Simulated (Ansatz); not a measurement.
# BaSrF4: complex band structure, part 3 of 4

A new crystal, BaSrF4: structure, gap and complex bands. It is built by putting F for I, Sr for Ca in the BaCaI4 structure of space group P2/m, with the volume rescaled by atomic radii. The parent structure comes from the Materials Project.

Ansatz 0.2.0; r2SCAN DFT, plane waves, PAW files (the session's first sound run).

So far, gap on the k-mesh (eV): step 3 (band edges) 6.53.

The structure was built from a prototype and need not be the compound's stable phase.

## Step 6: Complex bands, plane (001), k-mesh 6×6×4

Level of this step: r2SCAN DFT, plane waves, PAW files; complex bands by layer matching along the plane's normal (Ansatz).

The same for the (001) plane, at (0, 0), (0.375, 0) and (0.5, 0), to see how the decay depends on direction.

Contents of input.yaml:

```yaml
crystal:
  lattice:
    - [4.162047429, 0.0, 0.0]
    - [0.0, 3.889258172, 0.0]
    - [-1.059654442, 0.0, 7.087750416]
  atoms:
    - { symbol: Ba, position: [0.0, 0.5, 0.5] }
    - { symbol: Sr, position: [0.0, 0.0, 0.0] }
    - { symbol: F, position: [0.2597686683, 0.0, 0.3315138601] }
    - { symbol: F, position: [0.2201025157, 0.5, 0.8565727731] }
    - { symbol: F, position: [0.7798974843, 0.5, 0.1434272269] }
    - { symbol: F, position: [0.7402313317, 0.0, 0.6684861399] }
kpoints:
  mp_grid: { grid: [6, 6, 4] }
scf:
  occupations: { method: fixed }
hamiltonian:
  xc: r2scan
output:
  eigenvalues: true
  transmission:
    leads: [[0, 0]]
    kpoints: [[0.0, 0.0], [0.375, 0.0], [0.5, 0.0]]
    e_range: [-1.0, 7.53]
    de: 0.14
```

Started as:

```console
> ansatz run input.yaml --threads 2 --pin off --max-ram 4096MiB --backend cpu --events-out ev --progress --plain --runs-dir out
```

Numbers of over 12 decimals in the logs are rounded to 6 here.

Output:

```text
[...]
Crystal: 6 atoms, lattice volume = 114.731 Å³
Basis set: ecut = 500 eV, 2911 PW (Γ), exchange–correlation on 128×120×216 points (64 copies of the dense FFT grid, shifted against one another)
Bands: 30, of which v1, the nominal top of the filled ones, is band 24 counted from 1 (23 counted from 0)
Symmetry: 4 space group operations
[...]
k-points: 56 of 144
[...]
SCF iter   1: F=—  HF=-12770.712178 eV  |F-HF|=—  |Δ(HF+E_count)|=         —  Δρ=9.26e-3  dr2=1.06e-1  dr2_τ=1.34e-1  ethr=1.77e-3  ⟨swp⟩=5.6  Hψ=7700  notcnv=0  defer=206
[...]
SCF iter   7: F=-12770.878347 eV  HF=-12770.878347 eV  |F-HF|=3.35e-8  |Δ(HF+E_count)|=   1.20e-7  Δρ=6.46e-6  dr2=5.10e-8  dr2_τ=6.21e-9  ethr=2.08e-10  ⟨swp⟩=11.7  Hψ=10139  notcnv=0
SCF 1 converged in 7 iterations: F = -12770.878347 eV  dr2 = 5.10e-8
[...]
transmission: 12 of 36 steps passed
transmission: 24 of 36 steps passed
transmission: 36 of 36 steps passed
SCF converged after 7 iterations
Free energy (F): -12770.878347 eV
[...]
Internal energy: -12770.878347 eV  (E = F + TS)
E sigma→0 (E₀):  -12770.878347 eV
Fermi energy:    2.410254 eV
[...]
--- Band table (eV; the first three rows and the last of 56) ---
  k-point 0: bands = [... 20 lower, 1.9421, 1.9777, 2.1363, 2.3892, 8.9450, 9.5396, 10.6877, 12.0682, ... 2 higher]
  k-point 1: bands = [... 20 lower, 1.8698, 1.9557, 2.0218, 2.2590, 9.1482, 9.5929, 10.5246, 12.0012, ... 2 higher]
  k-point 2: bands = [... 20 lower, 1.8834, 1.8984, 1.9128, 2.1476, 9.3534, 9.7689, 10.2239, 11.9521, ... 2 higher]
  k-point 55: bands = [... 20 lower, 2.0152, 2.1007, 2.1331, 2.3823, 10.3844, 11.3840, 12.7258, 12.8030, ... 2 higher]
--- Transmission ---
  basis      : 173 plane waves across, 12 finite elements along
  points     : 3, as listed
[...]
crystal 0  : F4Sr1Ba1, at the sites [0, 0], period 7.0878 Å: whole cells are its period
[...]
channels       : 0.000000e0 a spin
[...]
slowest decay  : 0.5242 /Å at (0.0000, 0.0000)
```

The job ended after 18 s (2 threads of AMD EPYC 9R45 (Zen 5), shared host; peak memory 0.79 GiB).

This step gave:

```yaml
decay_constant_at_the_filling_level_zone_centre: 0.5242 Å⁻¹
decay_constant_at_the_filling_level_slowest_listed_point: 0.5242 Å⁻¹
```

K parallel (0, 0); values up to 1.5 1/Å, a degenerate pair printed once or twice; energies at which all values exceed this have no row. Im kz of the slowest decaying states against energy, zero at the highest filled level on the SCF mesh:

| energy (eV) | decay 1 (Å⁻¹) | decay 2 (Å⁻¹) | decay 3 (Å⁻¹) | decay 4 (Å⁻¹) |
| --- | --- | --- | --- | --- |
| -1.00 | 0.0411 | 0.868 | 1.14 | 1.37 |
| -0.02 | 0.0235 | 0.279 | 0.518 | 0.733 |
| 0.96 | 0.412 | 0.477 | 0.807 | 0.858 |
| 1.94 | 0.500 | 0.560 | 0.909 | 0.951 |
| 3.06 | 0.525 | 0.611 | 0.958 | 1.04 |
| 4.04 | 0.503 | 0.633 | 0.936 | 0.985 |
| 5.02 | 0.439 | 0.639 | 0.866 | 0.913 |
| 6.00 | 0.297 | 0.622 | 0.755 | 0.833 |
| 6.98 | 0.0929 | 0.384 | 0.626 | 0.746 |

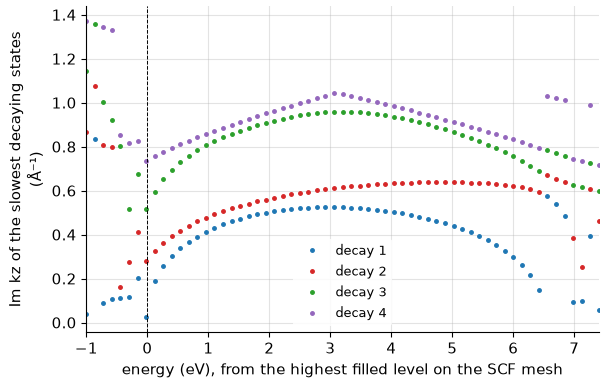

Im kz of the slowest decaying states, plotted against energy.

K parallel (0.375, 0); values up to 1.5 1/Å, a degenerate pair printed once or twice; energies at which all values exceed this have no row. The Im kz of the slowest decaying states by energy, zero at the highest filled level on the SCF mesh:

| energy (eV) | decay 1 (Å⁻¹) | decay 2 (Å⁻¹) | decay 3 (Å⁻¹) | decay 4 (Å⁻¹) |
| --- | --- | --- | --- | --- |
| -1.000 | 0.0677 | 0.0844 | 0.119 | 0.285 |
| -0.440 | 0.108 | 0.167 | 0.334 | 0.434 |
| -0.020 | 0.274 | 0.372 | 0.606 | 0.684 |
| 0.540 | 0.415 | 0.440 | 0.556 | 0.721 |
| 0.960 | 0.509 | 0.511 | 0.633 | 0.781 |
| 1.520 | 0.576 | 0.592 | 0.704 | 0.841 |
| 1.940 | 0.612 | 0.637 | 0.742 | 0.878 |
| 2.500 | 0.648 | 0.683 | 0.781 | 0.918 |
| 3.060 | 0.674 | 0.720 | 0.811 | 0.947 |
| 3.480 | 0.690 | 0.743 | 0.828 | 0.964 |
| 4.040 | 0.705 | 0.770 | 0.846 | 0.983 |
| 4.460 | 0.713 | 0.789 | 0.856 | 0.996 |
| 5.020 | 0.713 | 0.767 | 0.913 | 1.03 |
| 5.440 | 0.708 | 0.730 | 0.936 | 0.984 |
| 6.000 | 0.686 | 0.699 | 0.896 | 0.922 |
| 6.560 | 0.640 | 0.684 | 0.820 | 0.856 |
| 6.980 | 0.600 | 0.656 | 0.768 | 0.802 |

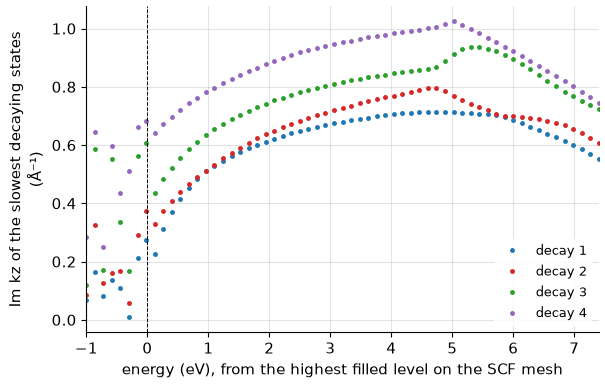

Im kz of the slowest decaying states, plotted against energy.

K parallel (0.5, 0); values up to 1.5 1/Å, a degenerate pair printed once or twice; energies at which all values exceed this have no row. Im kz of the slowest decaying states against energy, zero at the highest filled level on the SCF mesh:

| energy (eV) | decay 1 (Å⁻¹) | decay 2 (Å⁻¹) | decay 3 (Å⁻¹) | decay 4 (Å⁻¹) |
| --- | --- | --- | --- | --- |
| -1.00 | 0.130 | 0.487 | 0.498 | - |
| -0.02 | 0.237 | 0.352 | 0.587 | 0.701 |
| 0.96 | 0.511 | 0.605 | 0.770 | 0.813 |
| 1.94 | 0.629 | 0.714 | 0.869 | 0.883 |
| 3.06 | 0.706 | 0.786 | 0.933 | 0.942 |
| 4.04 | 0.748 | 0.831 | 0.960 | 0.989 |
| 5.02 | 0.777 | 0.869 | 0.982 | 1.01 |
| 6.00 | 0.796 | 0.876 | 0.959 | 0.990 |
| 6.98 | 0.753 | 0.806 | 0.865 | 0.885 |

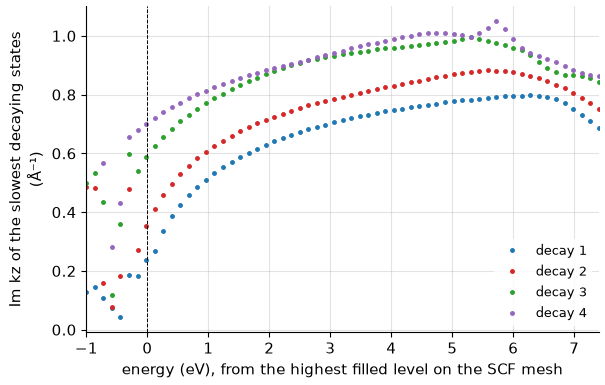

Im kz of the slowest decaying states, plotted against energy.

At the listed wavevectors the last open channel is at -0.02 eV and the next at +6.56 eV on the grid. At +3.20 eV, the grid energy nearest the filling level (the middle of the gap on the SCF mesh), the slowest state at the listed wavevectors decays with κ = 0.524 Å⁻¹, its amplitude falling by e over 1.9 Å; the first such run, plane (100), gave 0.536 Å⁻¹.

## Step 7: Band edges at another level, cutoff 1500 eV

This step: r2SCAN DFT, plane waves, JTH PAW files (Ansatz 0.2.0).

The edges again with JTH files, at the same atoms. Against that run the cutoff is 1500 eV against 500.

Contents of input.yaml:

```yaml
crystal:
  lattice:
    - [4.1470849737, 0.0, -0.3525975393]
    - [0.0, 3.8892581723, 0.0]
    - [-0.4553897305, 0.0, 7.1520412253]
  atoms:
    - { symbol: Ba, position: [0.0, 0.5, 0.5] }
    - { symbol: Sr, position: [0.0, 0.0, 0.0] }
    - { symbol: F, position: [0.2597686683, 0.0, 0.3315138601] }
    - { symbol: F, position: [0.2201025157, 0.5, 0.8565727731] }
    - { symbol: F, position: [0.7798974843, 0.5, 0.1434272269] }
    - { symbol: F, position: [0.7402313317, 0.0, 0.6684861399] }
kpoints:
  mp_grid: { grid: [4, 6, 4] }
  band_path: { path: [VBM, CBM], npoints: 30 }
scf:
  occupations: { method: fixed }
hamiltonian:
  xc: r2scan
  pseudopotentials: { kind: paw, source: jth }
output:
  eigenvalues: true
```

Output:

```text
Warning: <dir> the checks of this Ba dataset prove no rule for summing its radial tables, as where they were carried onto another mesh than they were made on, and Gregory's rule is taken, under which a leading mesh point left out moves its sums only by what lay on the interval it spanned. That does not make them correct, and they differ from Quantum ESPRESSO's on this file; a re-export a fraction of a mesh step off can move them. hamiltonian.pseudopotentials.radial_quadrature: simpson_from_first_knot sums it by `pw.x`'s rule; on a PAW file no value gives `pw.x`'s numbers. What more to know: hamiltonian.pseudopotentials.radial_quadrature, in the input reference
Warning: <dir> the checks of this Sr dataset prove no rule for summing its radial tables, as where they were carried onto another mesh than they were made on, and Gregory's rule is taken, under which a leading mesh point left out moves its sums only by what lay on the interval it spanned. That does not make them correct, and they differ from Quantum ESPRESSO's on this file; a re-export a fraction of a mesh step off can move them. hamiltonian.pseudopotentials.radial_quadrature: simpson_from_first_knot sums it by `pw.x`'s rule; on a PAW file no value gives `pw.x`'s numbers. What more to know: hamiltonian.pseudopotentials.radial_quadrature, in the input reference
Warning: <dir> the checks of this F dataset prove no rule for summing its radial tables, as where they were carried onto another mesh than they were made on, and Gregory's rule is taken, under which a leading mesh point left out moves its sums only by what lay on the interval it spanned. That does not make them correct, and they differ from Quantum ESPRESSO's on this file; a re-export a fraction of a mesh step off can move them. hamiltonian.pseudopotentials.radial_quadrature: simpson_from_first_knot sums it by `pw.x`'s rule; on a PAW file no value gives `pw.x`'s numbers. What more to know: hamiltonian.pseudopotentials.radial_quadrature, in the input reference
[...]
Crystal: 6 atoms, lattice volume = 114.731 Å³
Basis set: ecut = 1500 eV, 15121 PW (Γ), exchange–correlation on 216×200×384 points (64 copies of the dense FFT grid, shifted against one another)
Bands: 30, of which v1, the nominal top of the filled ones, is band 24 counted from 1 (23 counted from 0)
Symmetry: 4 space group operations
[...]
k-points: 40 of 96
[...]
SCF iter   1: F=—  HF=-12755.756491 eV  |F-HF|=—  |Δ(HF+E_count)|=         —  Δρ=1.06e-1  dr2=1.08e1  dr2_τ=3.41e-1  ethr=3.10e-3  ⟨swp⟩=5.0  Hψ=5459  notcnv=0  defer=151
[...]
SCF iter   9: F=-12752.459116 eV  HF=-12752.459116 eV  |F-HF|=5.42e-9  |Δ(HF+E_count)|=   4.89e-7  Δρ=3.58e-6  dr2=2.04e-8  dr2_τ=1.50e-9  ethr=2.08e-10  ⟨swp⟩=13.3  Hψ=6593  notcnv=0
SCF 1 converged in 9 iterations: F = -12752.459116 eV  dr2 = 2.04e-8
[...]
SCF converged after 9 iterations
Free energy (F): -12752.459116 eV
[...]
Internal energy: -12752.459116 eV  (E = F + TS)
E sigma→0 (E₀):  -12752.459116 eV
Fermi energy:    2.492757 eV
[...]
--- Band table (eV; the first three rows and the last of 40) ---
  k-point 0: bands = [... 20 lower, 2.0193, 2.0596, 2.2098, 2.4721, 8.9782, 9.5514, 10.7165, 12.1250, ... 2 higher]
  k-point 1: bands = [... 20 lower, 1.9404, 2.0359, 2.0977, 2.3383, 9.1718, 9.6177, 10.5518, 12.0923, ... 2 higher]
  k-point 2: bands = [... 20 lower, 1.9658, 1.9697, 1.9926, 2.2213, 9.3521, 9.8402, 10.2306, 12.0873, ... 2 higher]
  k-point 39: bands = [... 20 lower, 2.0865, 2.1662, 2.2032, 2.4716, 10.3962, 11.4265, 12.7534, 12.8386, ... 2 higher]
```

Wall time 56 s (2 threads); peak memory 2 GiB; 1.9 min of CPU time.

Numbers from this step:

```yaml
free_energy: -12752.4591 eV
fermi_energy: 2.493 eV
gap_on_the_k_mesh: 6.485 eV
gap_on_path: 6.484 eV, by band count; negative where bands overlap
direct_gap_on_path: 6.506 eV
edge_places_on_path: 0, 0.6593 1/A along the path
```

The electronic bands at the labelled points (eV, zero at the Fermi level (highest filled level under fixed occupations); v1 is the highest filled band, c1 the lowest empty one):

| point | v4 | v3 | v2 | v1 | c1 | c2 |
| --- | --- | --- | --- | --- | --- | --- |
| VBM | -0.50 | -0.49 | -0.33 | 0.00 | 7.84 | 8.89 |
| CBM | -0.47 | -0.43 | -0.28 | -0.02 | 6.49 | 7.06 |

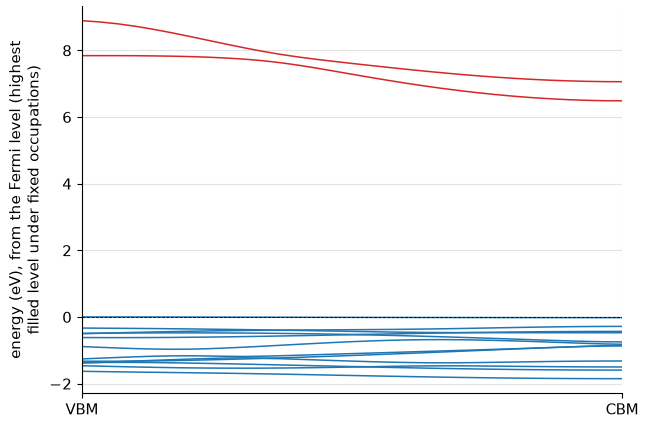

Electronic bands along the path; lines of filled and empty bands in two colours.

The searched edges give 6.48 eV, as on the mesh.

## Step 8: Complex bands at another level

This step: r2SCAN DFT, plane waves, JTH PAW files; complex bands by layer matching along the plane's normal (Ansatz 0.2.0).

The complex bands at that level, over its own gap, at (0, 0) and (0, -0.4479).

Contents of input.yaml:

```yaml
crystal:
  lattice:
    - [3.889258172, 0.0, 0.0]
    - [0.0, 7.166524506, 0.0]
    - [0.0, -0.615407377, 4.116298406]
  atoms:
    - { symbol: Ba, position: [0.5, 0.5, 0.0] }
    - { symbol: Sr, position: [0.0, 0.0, 0.0] }
    - { symbol: F, position: [0.0, 0.3315138601, 0.2597686683] }
    - { symbol: F, position: [0.5, 0.8565727731, 0.2201025157] }
    - { symbol: F, position: [0.5, 0.1434272269, 0.7798974843] }
    - { symbol: F, position: [0.0, 0.6684861399, 0.7402313317] }
kpoints:
  mp_grid: { grid: [6, 4, 6] }
scf:
  occupations: { method: fixed }
hamiltonian:
  xc: r2scan
  pseudopotentials: { kind: paw, source: jth }
output:
  eigenvalues: true
  transmission:
    leads: [[0, 0]]
    kpoints: [[0.0, 0.0], [0.0, -0.4479]]
    e_range: [-1.0, 7.48]
    de: 0.21
```

Output:

```text
Warning: <dir> the checks of this Ba dataset prove no rule for summing its radial tables, as where they were carried onto another mesh than they were made on, and Gregory's rule is taken, under which a leading mesh point left out moves its sums only by what lay on the interval it spanned. That does not make them correct, and they differ from Quantum ESPRESSO's on this file; a re-export a fraction of a mesh step off can move them. hamiltonian.pseudopotentials.radial_quadrature: simpson_from_first_knot sums it by `pw.x`'s rule; on a PAW file no value gives `pw.x`'s numbers. What more to know: hamiltonian.pseudopotentials.radial_quadrature, in the input reference
Warning: <dir> the checks of this Sr dataset prove no rule for summing its radial tables, as where they were carried onto another mesh than they were made on, and Gregory's rule is taken, under which a leading mesh point left out moves its sums only by what lay on the interval it spanned. That does not make them correct, and they differ from Quantum ESPRESSO's on this file; a re-export a fraction of a mesh step off can move them. hamiltonian.pseudopotentials.radial_quadrature: simpson_from_first_knot sums it by `pw.x`'s rule; on a PAW file no value gives `pw.x`'s numbers. What more to know: hamiltonian.pseudopotentials.radial_quadrature, in the input reference
Warning: <dir> the checks of this F dataset prove no rule for summing its radial tables, as where they were carried onto another mesh than they were made on, and Gregory's rule is taken, under which a leading mesh point left out moves its sums only by what lay on the interval it spanned. That does not make them correct, and they differ from Quantum ESPRESSO's on this file; a re-export a fraction of a mesh step off can move them. hamiltonian.pseudopotentials.radial_quadrature: simpson_from_first_knot sums it by `pw.x`'s rule; on a PAW file no value gives `pw.x`'s numbers. What more to know: hamiltonian.pseudopotentials.radial_quadrature, in the input reference
Engine: ansatz 0.2.0, x86_64-unknown-linux-gnu
Pseudopotentials: kind: paw
Pseudopotential: Ba, paw, valence charge 10, recommended cutoff 660 eV (normal), Ba.paw.azcp
Pseudopotential: Sr, paw, valence charge 10, recommended cutoff 690 eV (normal), Sr.paw.azcp
Pseudopotential: F, paw, valence charge 7, recommended cutoff 1500 eV (normal), F.paw.azcp
Functional definition: r2SCAN
  parameter k0 = 0.174
  parameter k1 = 0.065
  parameter a1 = 4.9479
  exchange = r2scan_x(k0 = k0, k1 = k1, a1 = a1)
  correlation = r2scan_c
Error: memory limit exceeded: the `transmission` phase of `transmission` needs 7.45 GiB against the run's memory maximum of 4.00 GiB; largest carriers: transmission 6.39 GiB, source scf tables 0.75 GiB, unmodelled-tail allowance 0.30 GiB, source scf state 0.00 GiB; this run sums exchange and correlation above basis.xc_grid: 1 (its plan line states the level, which a resume's fixed deck keeps): xc box scratch, where t [...]
with nothing else changed it takes a maximum of at least 7.46 GiB, with nothing to spare, and 8.20 GiB leaves up to a tenth: --max-ram 8.20GiB where that set the maximum, else more of the term that did, and with no share typed, where 8.20 GiB is over 0.88 of the host's memory or its container's limit, a share of 0.88 or more that holds the maximum too (--max-ram-frac F), where one does; The budget is ten elevenths of [...]
`transmission` follows the SCF: where the deck gives it k-points, a mesh or a band count of its own, those are what to reduce (not on a resume, whose deck is fixed)
```

Elapsed: 0.27 s, on 2 threads; peak memory 0.27 GiB.

The input was rejected at the start.

The program's message: “Error: memory limit exceeded: the `transmission` phase of `transmission` needs 7.45 GiB against the run's memory maximum of 4.00 GiB; largest carriers: transmission 6.39 GiB, source scf tables 0.75 Gi …”

[end of part 3 of 4]

[Logs are printed without paths, hosts, clocks, repeated set-up lines and the standing remarks that a program may print on its own settings, such as how far it seeks lower states.]

[Hosts, paths, dates, database ids (printed as entryN), source tags and the programs' standing remarks are cut or masked in the printed files.]

[New means built here by substitution; the compound itself may be known and measured.]
